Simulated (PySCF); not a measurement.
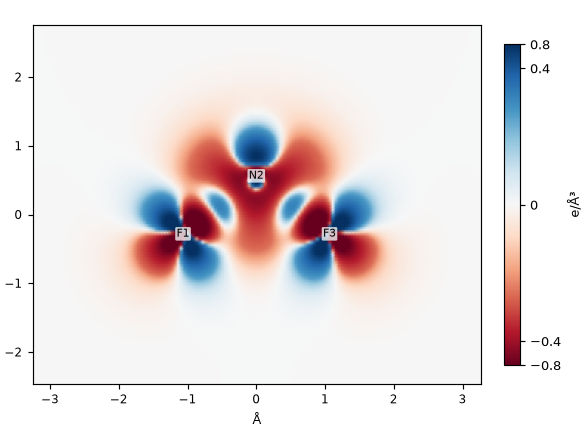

F$_{3}$N, SMILES `FN(F)F`. Deformation density (molecule less spherical, spin-averaged free atoms) in the plane of F1, N2 and F3; colour scale in e/Å³, logarithmic beyond ±0.1; blue: gain, red: loss.

Level of theory: B3LYP/def2-SVPD (PySCF), at a geometry from GFN2-xTB. No frequency check shows the geometry to be a minimum.

How much density has each bond in this plane gained at its critical point, relative to the free atoms?

Answer. F1–N2 and N2–F3: +0.11 e/Å³ at the bond critical point (bond length 1.36 Å). In all, 1.1 electrons gather in the regions of gain relative to the promolecule. A small or negative value marks a very polar bond, one between electron-rich atoms, whose free-atom densities already overlap strongly, a long bond to a heavier atom, or a closed-shell contact such as a hydrogen bond.

Cost of the run: 4.1 s on 1 thread of Intel(R) Xeon(R) 6975P-C (Granite Rapids) (shared host), peak memory 0.33 GiB.
